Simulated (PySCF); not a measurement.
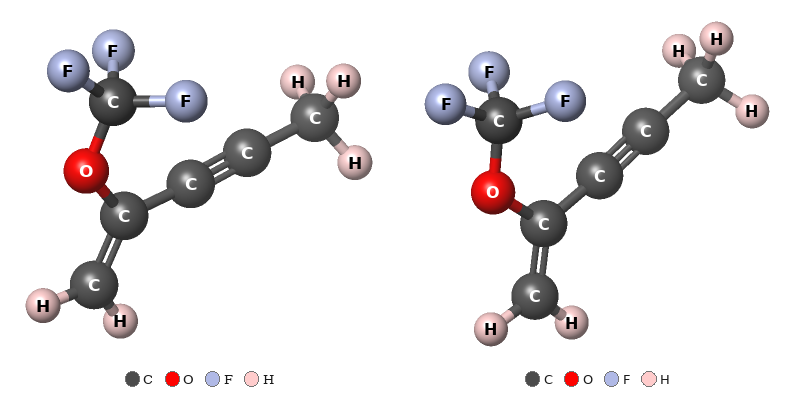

Two views of one molecule.

The geometry was computed by an optimisation with GFN2-xTB. No frequency run is at hand to confirm it as a minimum.

Description:

It has 15 atoms: 6 carbon, 5 hydrogen, 3 fluorine and 1 oxygen (C6H5F3O). As SMILES it reads `C=C(C#CC)OC(F)(F)F`. It has no ring. Among its groups: ether, alkene, alkyne, C–F bond. The point group is C1. Coordination: 2 C trigonal planar; 2 C linear; 2 C tetrahedral; 1 O bent.

More results for the same structure follow; atom numbers are the same in all pictures, views and colours differ.

**Shape**

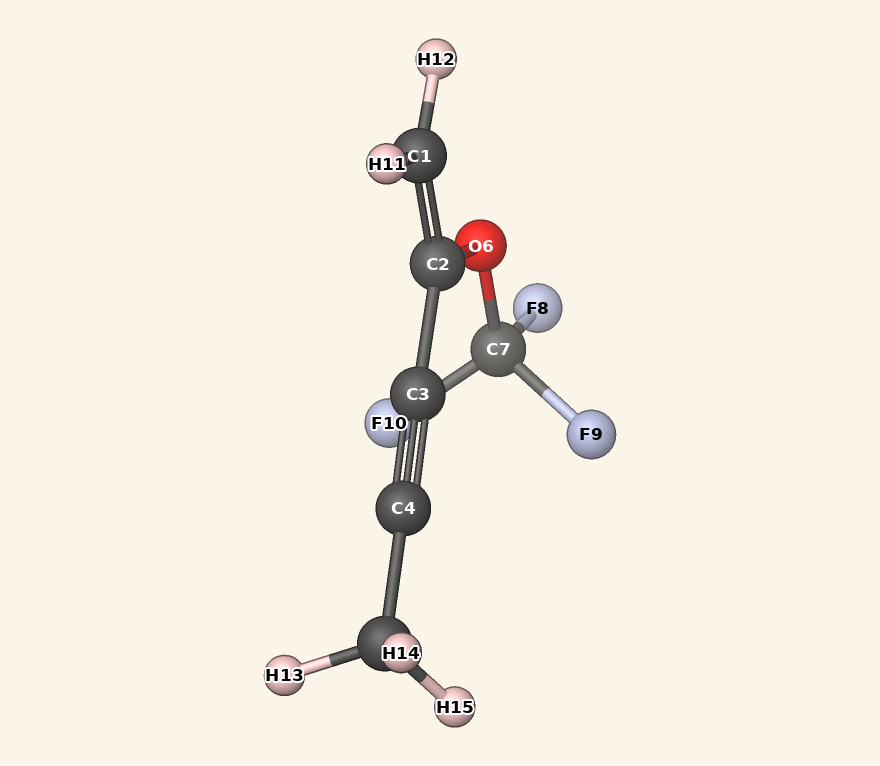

O6 lies behind C2. The molecule seen a little off the C2–O6 bond, C2 in front. Atoms fade into the background with distance from the viewer. No frequency run is at hand to confirm it as a minimum.

Question: What is the torsion angle C1–C2–O6–C7? The sign is positive where the front bond must turn clockwise to cover the back bond.

Answer: −179°, antiperiplanar (anti).

**Bond orders**

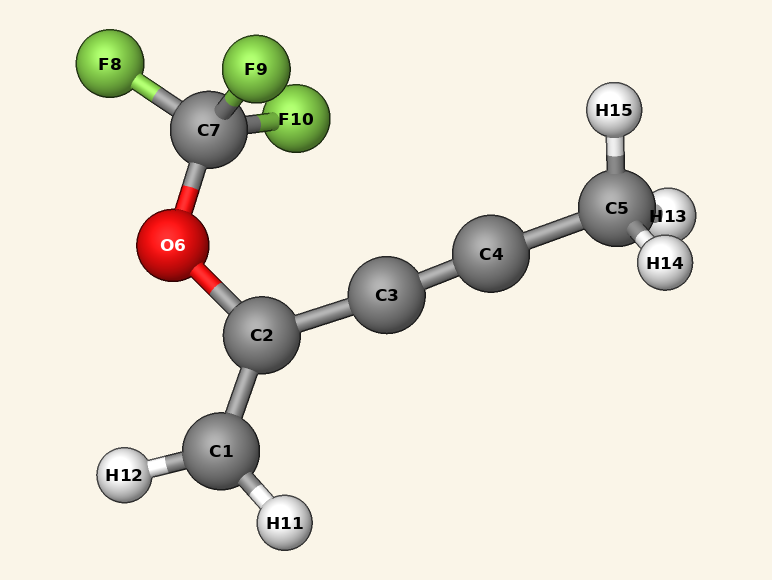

Every bond is drawn as one stick. No frequency run is at hand to confirm it as a minimum. Method: PBE0/pcSseg-1 (PySCF 2.14.0).

Question: Which bond has the highest Mayer bond order?

Answer: C3–C4, 2.33, at a length of 1.204 Å.

List the Mayer bond orders of C1–C2, C1–H11, C1–H12, C2–C3, C2–O6, C3–C4, C4–C5, C5–H13, C5–H14, C5–H15, O6–C7, C7–F8, C7–F9, C7–F10.

```json
{"bond": "C1–C2", "Mayer order": "1.93", "length (Å)": "1.328"}
{"bond": "C1–H11", "Mayer order": "0.95", "length (Å)": "1.073"}
{"bond": "C1–H12", "Mayer order": "0.93", "length (Å)": "1.074"}
{"bond": "C2–C3", "Mayer order": "1.05", "length (Å)": "1.410"}
{"bond": "C2–O6", "Mayer order": "0.88", "length (Å)": "1.418"}
{"bond": "C3–C4", "Mayer order": "2.33", "length (Å)": "1.204"}
{"bond": "C4–C5", "Mayer order": "1.23", "length (Å)": "1.439"}
{"bond": "C5–H13", "Mayer order": "0.92", "length (Å)": "1.090"}
{"bond": "C5–H14", "Mayer order": "0.93", "length (Å)": "1.089"}
{"bond": "C5–H15", "Mayer order": "0.92", "length (Å)": "1.089"}
{"bond": "O6–C7", "Mayer order": "1.11", "length (Å)": "1.313"}
{"bond": "C7–F8", "Mayer order": "1.06", "length (Å)": "1.332"}
{"bond": "C7–F9", "Mayer order": "1.00", "length (Å)": "1.346"}
{"bond": "C7–F10", "Mayer order": "1.01", "length (Å)": "1.346"}
```

**NMR shielding**

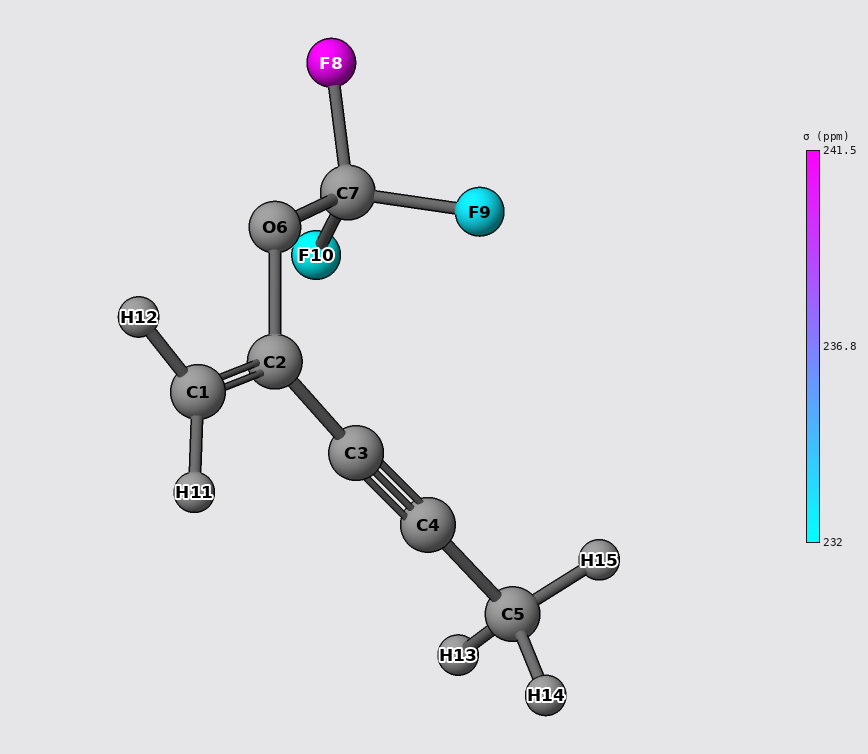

Atoms are coloured by their isotropic NMR shieldings (F only, the others grey). No frequency run is at hand to confirm it as a minimum. Level of theory: GIAO PBE0/pcSseg-1 NMR shielding, non-relativistic, gas phase (PySCF 2.14.0).

Give the isotropic NMR shieldings of the F atoms atom by atom.

```json
{"atom": "F8", "σ (ppm)": "241.2"}
{"atom": "F9", "σ (ppm)": "232.7"}
{"atom": "F10", "σ (ppm)": "232.2"}
```

**Dipole moment**

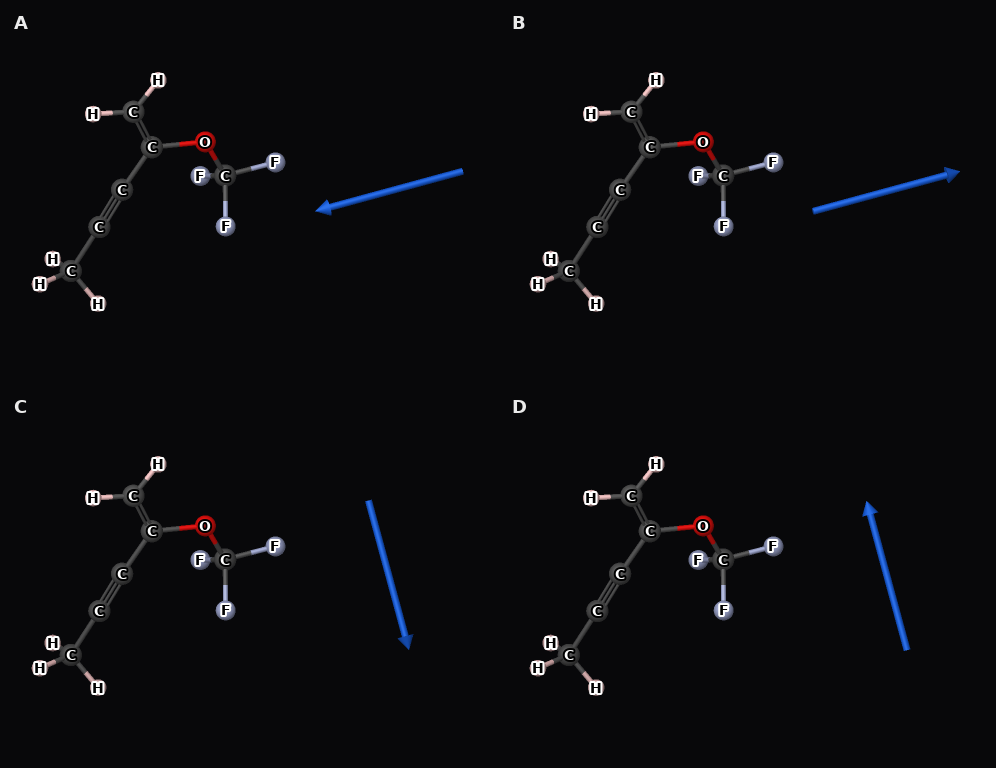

The same molecule four times, each with an arrow. No frequency run is at hand to confirm it as a minimum. Method: PBE0/pcSseg-1, gas phase (PySCF 2.14.0).

Question: Which arrow points along the dipole moment, from the negative to the positive end?

Answer: A. The dipole moment is 3.08 D.
